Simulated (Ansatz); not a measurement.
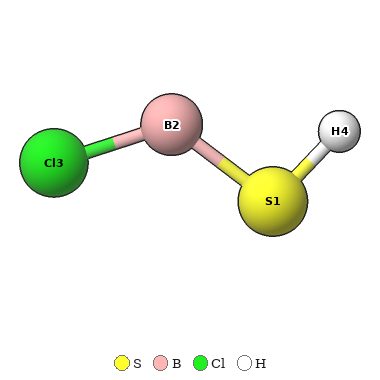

Two computed energy maps of BClHS, SMILES S[B]Cl, spin multiplicity 2. The picture above is the structure of the first map.

Map 1

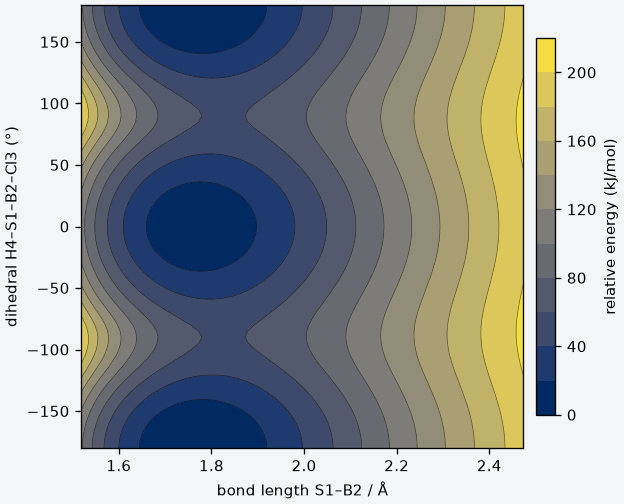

BClHS, SMILES S[B]Cl, spin multiplicity 2. 
- Coordinates scanned: (1) bond length S1–B2; (2) dihedral H4–S1–B2–Cl3.
- Nothing is relaxed (all other coordinates rigid).
- The grid has 15 × 15 points; 120 points were computed and 105 follow by symmetry.
- Points are written as (first, second).
- All energies are given in kJ/mol relative to the relaxed molecule at the same level.
- This map comes from Ansatz 0.2.0, UKS PBE0-D4/def2-TZVP.

Drawn: filled contours. Between grid points the surface is interpolated.

Map 2

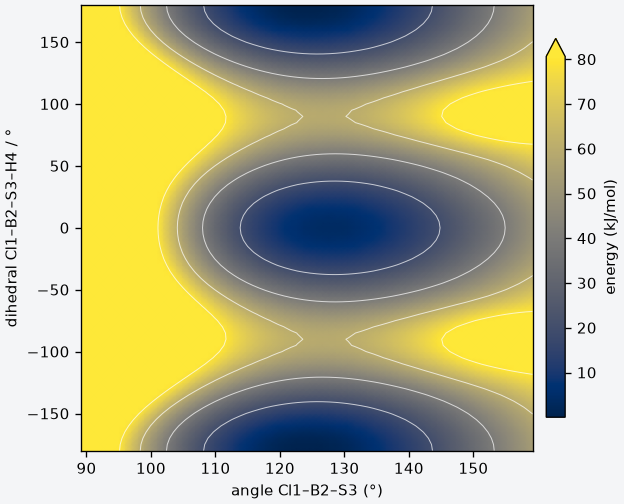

BClHS, SMILES S[B]Cl, spin multiplicity 2. 
- The first coordinate is: angle Cl1–B2–S3; the second: dihedral Cl1–B2–S3–H4.
- Nothing is relaxed (all other coordinates rigid).
- The grid has 15 × 15 points; 120 points were computed and 105 follow by symmetry.
- Points are written as (first, second).
- Energies: kJ/mol, counted from the lowest grid point.
- Computed with UKS wB97X-V/def2-SVP in Ansatz.

The picture shows a smooth colour map with a few white contour lines, one colour for all values above the top of the scale. Between grid points the surface is interpolated.

Question: What does each map show?

Answer: Map 1: The lowest grid point is at (1.791 Å, −180°), 0.6 kJ/mol from the relaxed molecule at the same level. A higher local minimum lies near (1.791 Å, −12°) (7 kJ/mol above the lowest at that grid point). The highest grid point, (2.473 Å, −84°), lies 203 kJ/mol above the lowest. On the interpolated surface the easiest way out of the lowest well to the well at about (1.76 Å, 0°) passes a barrier of about 58 kJ/mol. Round the minimum the two coordinates are nearly uncoupled.
Map 2: The lowest grid point is at (124.2°, −180°). There is a further well near (129.2°, −12°) (6 kJ/mol above the lowest at that grid point). The highest grid point, (89.2°, −84°), lies 247 kJ/mol above the lowest. On the interpolated surface the easiest way out of the lowest well to the well at about (128°, 0°) passes a barrier of about 59 kJ/mol. Round the minimum the two coordinates are nearly uncoupled.

Question: Maps 1, 2 start from a relaxed reference structure. Do they show a way to lower its energy?

Answer: No. In each of them the reference is the lowest point, within the accuracy of the grid, so it is stable against the distortions scanned (other distortions weren't tried).
